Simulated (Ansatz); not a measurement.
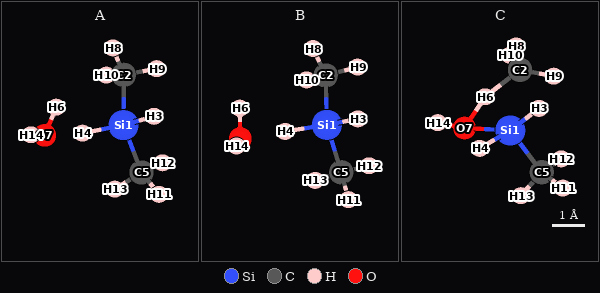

3 geometries from a converged minimum-energy path of C2H10OSi, made up at the start of C₂H₈Si and H2O, shuffled. A ball-and-stick model, seen from a free direction.

Theory: RKS r2SCAN-D4/6-31G* (Ansatz). Settings: 7 movable images; climbing image; force threshold 0.05 eV/Å; iteration limit 60; starting path through a guess of the saddle point.

> Which frame is the top of the path?

C. In order along the path, whose images run from 0 to 8: B (image 1, +1.8 kJ/mol), A (image 2, +12.4 kJ/mol), C (image 4, +185.3 kJ/mol). Breaking: H6–O7 (0.97 → 1.19 at the top → 2.59 Å), Si1–C2 (1.88 → 2.24 at the top → 3.90 Å). Forming: C2–H6 (3.20 → 1.42 at the top → 1.09 Å), Si1–O7 (3.41 → 1.94 at the top → 1.67 Å).

Limits of the set-up: the start holds two separate molecules, 2.6 Å apart at their closest, whose relative position is a soft coordinate.

Cost: 6.7 min on 2 threads of Intel(R) Xeon(R) Platinum 8259CL CPU @ 2.50GHz (Skylake/Cascade Lake), on a shared host, peak memory 0.19 GiB.
